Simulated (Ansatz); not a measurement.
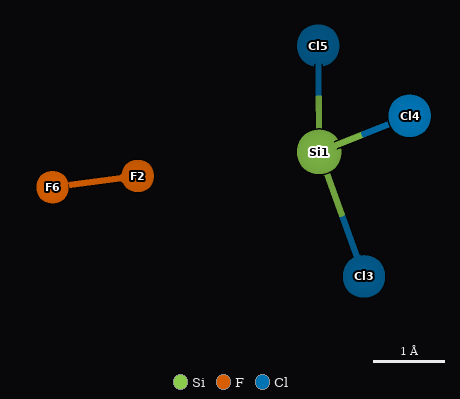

This is the input geometry for a relaxation of SiCl3F2 (multiplicity 2). The picture is a ball-and-stick view, seen at a tilt.

The run prepares an end point of a later path (reaction) calculation, from a guessed geometry.

Level of theory: Ansatz 0.2.0, UKS B3LYP/def2-SVP.

Input file:
```yaml
crystal:
  periodic: [false, false, false]
  atoms:
    - { symbol: Si, position_ang: [0.000626, 0.0, -0.30582] }
    - { symbol: F, position_ang: [0.000188, 0.0, 2.485973] }
    - { symbol: Cl, position_ang: [1.95728, 0.0, -0.995239] }
    - { symbol: Cl, position_ang: [-0.977751, 1.694493, -0.995157] }
    - { symbol: Cl, position_ang: [-0.977751, -1.694493, -0.995157] }
    - { symbol: F, position_ang: [-0.000393, 0.0, 3.7975] }
magnetization:
  spin_polarized: true
  initial_magnetization: 1
basis:
  gaussian: { orbitals: def2-SVP }
hamiltonian:
  xc: b3lyp
relax:
  f_tol: 0.03
  max_steps: 50
output:
  orbitals: {}
```

Launched with:
```bash
ansatz run input.yaml --threads 4 --pin off --max-ram 5120MiB --backend cpu --events-out ev --progress --plain --runs-dir out
```

### What does the optimiser find from here?

After 10 geometry steps the energy has fallen by 110.8 kcal/mol. Largest force component: 5.2 eV/Å at the start, 0.0098 eV/Å at the end. The atom that moves furthest after the best rigid fit is F2 (1.00 Å). Largest moves by element: F 1.00 Å, Cl 0.24 Å, Si 0.18 Å. Among the contacts that change: Si1–F2 2.792 → 1.611 Å, F2–F6 1.312 → 2.426 Å, Si1–Cl3 2.075 → 2.039 Å. New bonds form, among them: Si1–F2 (2.79 → 1.61 Å). Bonds break, among them: F2–F6 (1.31 → 2.43 Å).

Final geometry:

```xyz
6

Si   -0.0007    0.0000   -0.1280
F    -0.0019    0.0000    1.4831
Cl    1.9395    0.0000   -0.7554
Cl   -0.9687    1.6803   -0.7585
Cl   -0.9687   -1.6803   -0.7585
F     0.0027    0.0000    3.9096
```

The end point in the same view:

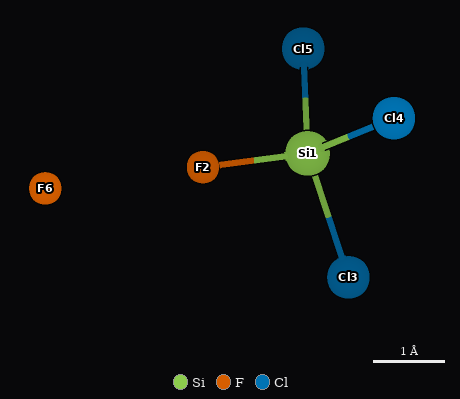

Limits of the set-up: the start holds two separate molecules, 2.8 Å apart at their closest, whose relative position is a soft coordinate and is computed without a dispersion correction.
